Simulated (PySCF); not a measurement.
C3H6N2, SMILES `NCC1C=N1`.

Computed with PySCF, PBE0/def2-SVP, geometry: GFN2-xTB. No frequency check shows the geometry to be a minimum.

Cartesian coordinates (Å):

```
N1       1.9619   -0.3153    0.0828
C2       0.8571    0.6186    0.2120
C3      -0.4112    0.1832   -0.5007
C4      -1.7217    0.2980    0.1116
N5      -1.2725   -0.8696    0.1466
H6       2.1853   -0.4576   -0.8973
H7       1.6906   -1.2155    0.4660
H8       0.6520    0.7421    1.2796
H9       1.1840    1.5829   -0.1913
H10     -0.3402    0.1287   -1.5843
H11     -2.5431    0.9148    0.3844
```

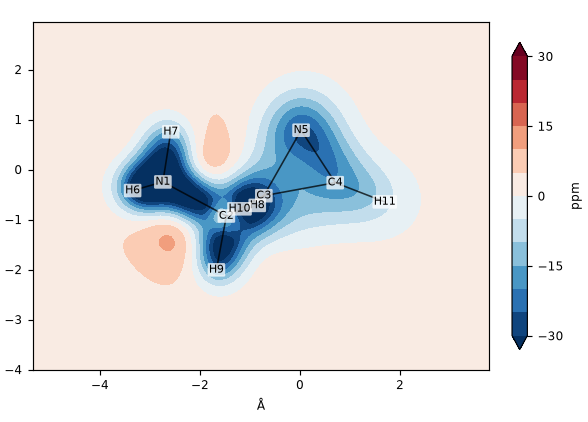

NICSzz (the component normal to the ring) 1.0 Å above the plane of the 3-membered ring C3/C4/N5; GIAO shieldings; atoms are projected onto the map; negative values mean shielding.

Classify the ring and give its NICS values.

Answer. It is shielded above its centre; in a three-membered ring σ bonds weigh heavily, so the values alone don't measure π aromaticity: NICS(0) = −28.6, NICS(1) = −8.3 and −8.9, NICS(1)zz = −17.0 and −19.9 (two faces) ppm.

What absolute proton shieldings does the same calculation give?

Answer. From 21.6 ppm (H11) to 31.6 ppm (H6).

The PySCF run took 20 s on 1 thread of Arm Neoverse V1, with other jobs on the host, peak memory 0.6 GiB.
